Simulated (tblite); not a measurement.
# C3H6BCl3Ge: the cost of one run

The runs use tblite 0.8.0 and PySCF 2.14.0, with density-fitted response routines of our own; the level of theory stands in each step. All values are computed, except where a source is named. Atoms are numbered from 0 throughout.

## 1. The starting structure

14 atoms, charge 0, multiplicity 1; geometry from: force field or distance geometry start.

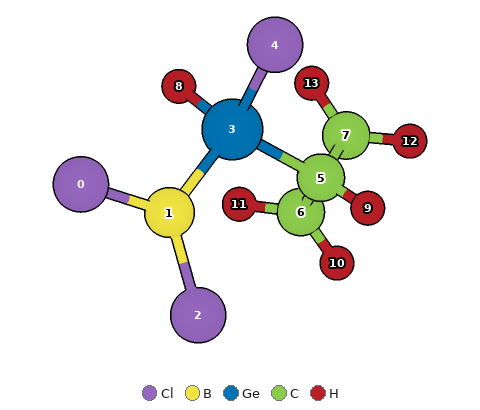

As it starts; chlorine purple, boron yellow, germanium blue, carbon green, hydrogen red, atoms numbered; sticks join atoms by distance.

## 2. Geometry optimisation with GFN2-xTB

What the job is given:

```
{"job": {"kind": "relax", "xc": "GFN2-xTB", "basis": "xTB"}, "charge": 0, "multiplicity": 1}
Cl     4.227800     0.194700    -0.049200
B      2.459100     0.425300    -0.571400
Cl     2.071500     0.855700    -2.302700
Ge     0.982400     0.181000     0.777200
Cl     1.239800     1.583100     2.413700
C     -0.744800     0.489400    -0.080400
C     -1.283100    -0.707000    -0.835900
C     -1.881800    -0.309600     0.509200
H      1.044700    -1.274600     1.345600
H     -1.015300     1.478800    -0.496900
H     -1.920900    -0.456300    -1.708800
H     -0.669200    -1.635300    -0.791300
H     -2.886200     0.177100     0.433300
H     -1.624800    -1.002600     1.335500
```

Run with:

```console
> OMP_NUM_THREADS=1 python probes_run.py task.json out
```

The driver reads the jobs from task.json and runs them one after another.

Q: Estimate the wall time and peak memory of this first job on 1 thread of Arm Neoverse V1, shared host.

About 1.2 s, with a peak of 0.18 GiB.
